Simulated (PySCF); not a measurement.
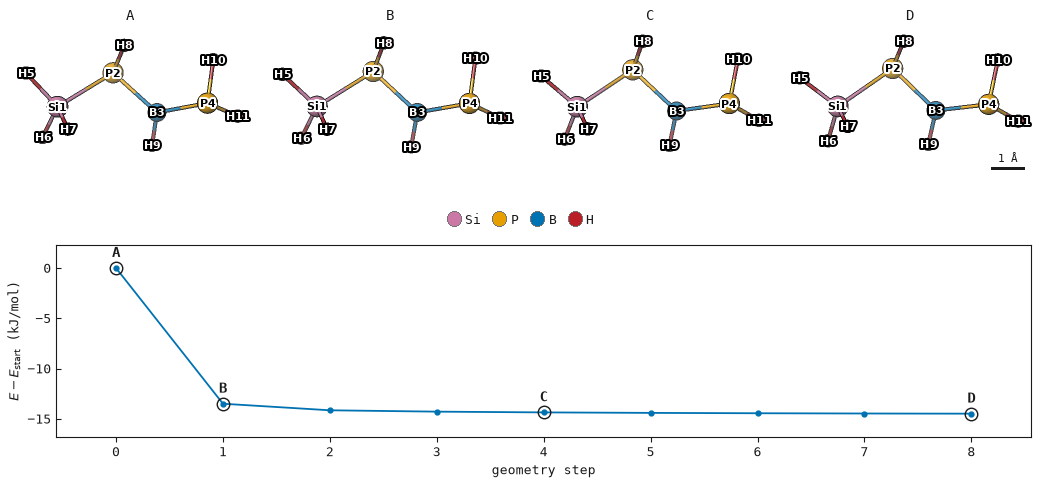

Frames of a relaxation of BSiP$_{2}$H$_{7}$, marked on the history of the run. Style: ball-and-stick. Shown at a tilt.

The start comes from GFN2-xTB.

All numbers below come from PBE0-D3(BJ)/def2-SVP geometry optimisation, gas phase in PySCF. 

Question: What happens along the run?

Answer: Over 8 geometry steps the energy falls by 14.5 kJ/mol. The largest move after the best rigid fit is that of H5, 0.27 Å. By element the largest moves are H 0.27 Å, P 0.14 Å, B 0.08 Å, Si 0.02 Å. Near-neighbour distances that change, for instance: P2–H8 1.383 → 1.425 Å, P4–H10 1.382 → 1.422 Å, B3–H9 1.173 → 1.209 Å, P2–B3 1.844 → 1.877 Å. Bond angles that change, for instance: P2–Si1–H5 104.8° → 109.1°, Si1–P2–B3 104.0° → 99.9°, H10–P4–H11 95.3° → 98.8°. From step 0 to 1: H atoms move most (0.12 Å), energy −13.5 kJ/mol. From step 1 to 4: H6 moves most (0.11 Å), energy −0.86 kJ/mol. From step 4 to 8: H6 moves most (0.12 Å), energy −0.13 kJ/mol.

| step | E − E(0), kJ/mol |
| --- | --- |
| 0 | 0.00 |
| 1 | -13.49 |
| 2 | -14.15 |
| 3 | -14.28 |
| 4 | -14.36 |
| 5 | -14.41 |
| 6 | -14.44 |
| 7 | -14.47 |
| 8 | -14.48 |
